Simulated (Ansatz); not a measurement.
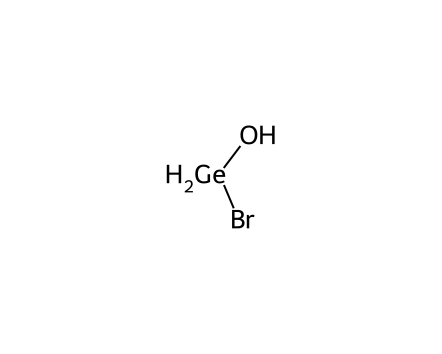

**Give its SMILES.**

[OH][GeH2][Br]

**What is the molecular formula?**

BrGeH3O.

**An optimisation with PBE0-D4/def2-TZVP gave a structure of which point group?**

C1.

More results for the same structure follow; atom numbers are the same in all pictures, views and colours differ. Computed geometry: PBE0-D4/def2-TZVP optimisation.

**Vibrations**

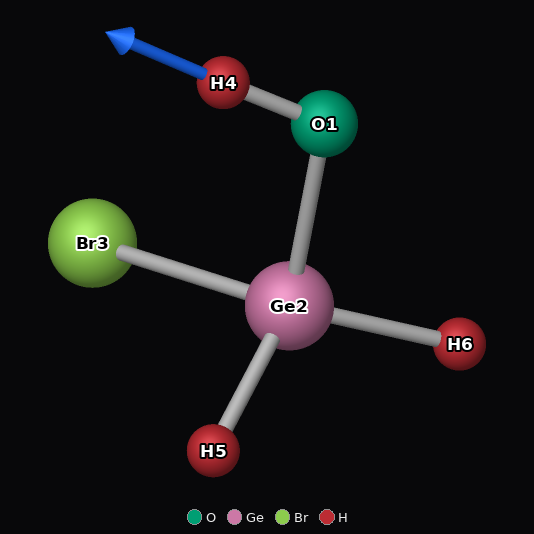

The arrows show one normal mode. Harmonic vibrations computed with RKS PBE0-D4/def2-TZVP (Ansatz 0.2.0) at a stationary point of the same level.

**Describe the motion.**

Mostly O–H stretching.

**At what wavenumber does it lie?**

3891 cm⁻¹; it is mode 12 of 12 counted from the lowest.

**Electronic properties**

Properties computed with RKS r2SCAN-D4/def2-TZVPP (Ansatz 0.2.0).

Computed properties:

- dipole moment: 1.54 D
- HOMO energy (Kohn–Sham orbital): −7.40 eV
- LUMO energy (Kohn–Sham orbital): −1.01 eV
- HOMO–LUMO gap: 6.40 eV

**Thermal motion**

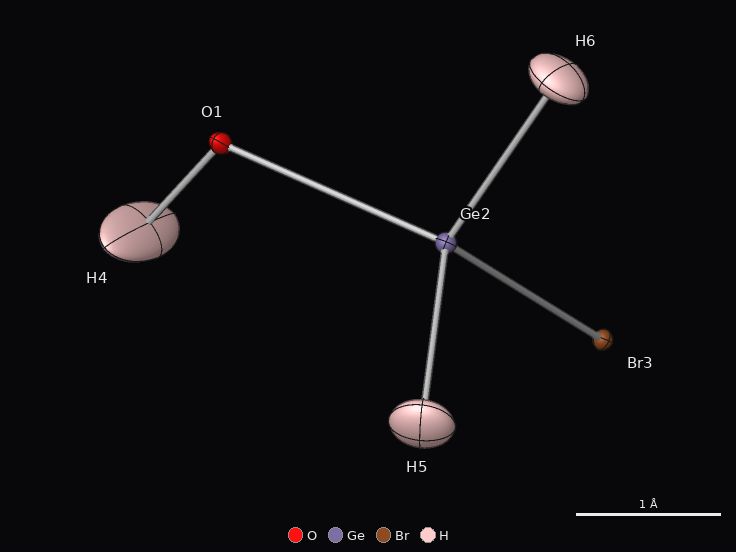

Displacement ellipsoids at the 50 % level, from the internal vibrations of the free molecule (harmonic, no overall translation or rotation; no half-axis is drawn under 0.075 Å). Vibrations computed with RKS PBE0-D4/def2-TZVP (Ansatz 0.2.0). Temperature: 200 K.

List U_eq and the three principal root-mean-square amplitudes for each kind of atom.

```tsv
atom	U_eq (Å²)	rms amplitudes (Å)
O1	0.0029	0.019, 0.034, 0.084
Ge2	0.00033	0.007, 0.018, 0.025
Br3	0.00025	0.003, 0.012, 0.025
H4	0.0522	0.071, 0.145, 0.362
H5	0.0187	0.088, 0.151, 0.160
H6	0.0187	0.087, 0.150, 0.161
```

**Charges**

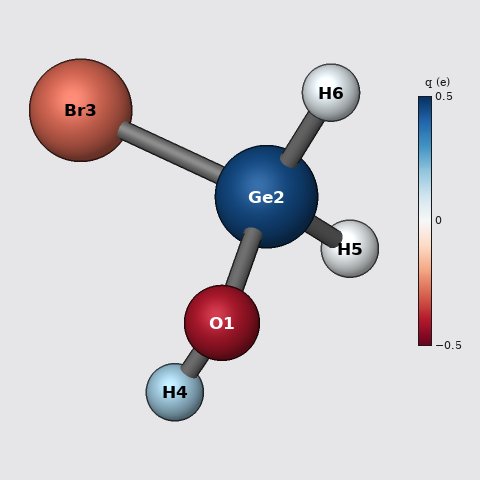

Atoms are coloured by their Mulliken charges. Method: RKS ωB97M-V/def2-TZVPP (Ansatz 0.2.0).

**Which atom carries the highest charge (most positive or least negative)?**

Ge2 (0.45 e).

**And the lowest?**

O1 (−0.40 e).

List the Mulliken charges.

```tsv
atom	value (e)
O1	−0.40
Ge2	0.45
Br3	−0.29
H4	0.17
H5	0.02
H6	0.05
```

Mulliken values depend strongly on the basis set and can even reverse the polarity of a bond.
